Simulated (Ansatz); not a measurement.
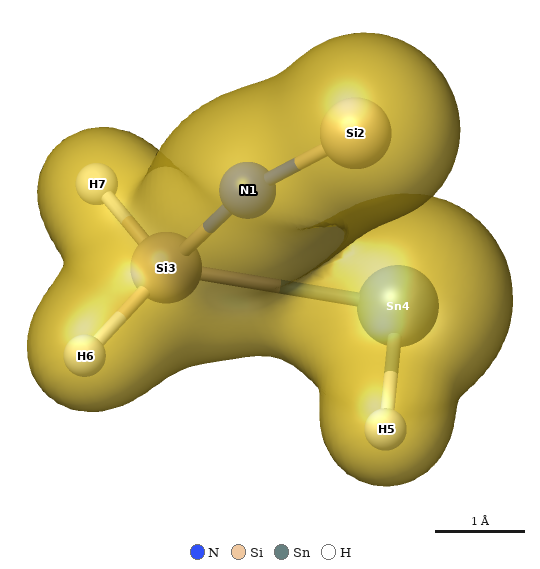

*H₃NSi₂Sn. Isosurface of the electron density at 0.2 e/Å³ (yellow), seen at a tilt.*

Geometry: BLYP-D3(BJ)/def2-SVP; core potentials replace the inner electrons of Sn.

All numbers below come from Ansatz 0.2.0, isolated molecule in a Gaussian basis; Kohn-Sham density functional theory, functional PBE0.

Input

```
crystal:
  periodic: [false, false, false]
  atoms:
    - {symbol: "N", position_ang: [-0.553935, -0.028400, -0.408669]}
    - {symbol: Si, position_ang: [-0.811024, 0.560448, -1.903211]}
    - {symbol: Si, position_ang: [-0.383204, -1.117681, 0.961794]}
    - {symbol: Sn, position_ang: [-0.780965, -2.546138, -1.282190]}
    - {symbol: H, position_ang: [1.017011, -2.535926, -1.522783]}
    - {symbol: H, position_ang: [0.956306, -0.963406, 1.621832]}
    - {symbol: H, position_ang: [-1.473509, -0.881904, 1.968130]}
basis:
  gaussian: {orbitals: def2-TZVPD}
hamiltonian: {xc: {name: PBE0}}
output: {forces: true, orbitals: {seedname: orbitals}}
```

Command:

```sh
ansatz run input.yaml --threads 1 --pin off --max-ram 2610MiB --events-out events.jsonl --progress --plain --runs-dir runs
```

Q: What does this surface tell about the bonding?

A: At this value the surface is in one piece. It bridges the sampled Si–N (1.63 Å), Si–Sn (2.69 Å), Si–H (1.50 Å) and Si–N (1.76 Å) contacts, where the density stays above the isovalue. On the grid the lowest density along these lines, outside the cores, is 1.1 e/Å³ (Si–N, 1.63 Å), 0.36 e/Å³ (Si–Sn, 2.69 Å), 0.79 e/Å³ (Si–H, 1.50 Å) and 0.82 e/Å³ (Si–N, 1.76 Å).
